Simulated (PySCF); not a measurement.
SMILES C(C)(C)B(O)C at its GFN2-xTB optimised geometry (Å):

```
17

B     -0.7050    -0.0356     0.0000
C     -1.5505     1.3158     0.0000
H     -1.3180     1.9251     0.8701
H     -2.6268     1.1461    -0.0039
H     -1.3134     1.9243    -0.8701
O     -1.2961    -1.2368    -0.0320
H     -2.2541    -1.2505    -0.0511
C      0.9017    -0.0356     0.0000
C      1.4693    -1.1179     0.9280
C      1.5417     1.3142     0.3350
H      1.2133    -0.2982    -1.0199
H      2.5520    -1.1813     0.8321
H      1.2305    -0.8871     1.9643
H      1.0385    -2.0849     0.6849
H      1.2078     2.0849    -0.3547
H      2.6268     1.2475     0.2739
H      1.2784     1.6205     1.3450
```

Calculation: CAM-B3LYP/def2-SVP (PySCF 2.14.0). Cells within 0.4 Å of a nucleus heavier than hydrogen are left out (blank, or x).

Map of the HOMO amplitude (bohr^(-3/2)), clipped to [-0.25, 0.25] on the plane z = 0.0 Å; orbital energy -9.03 eV, overall sign arbitrary:

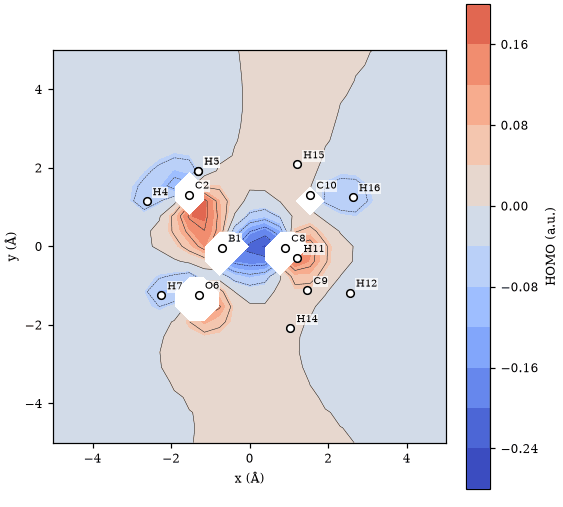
Figure. HOMO amplitude (bohr^(-3/2)), clipped to [-0.25, 0.25] on the plane z = 0.0 Å.
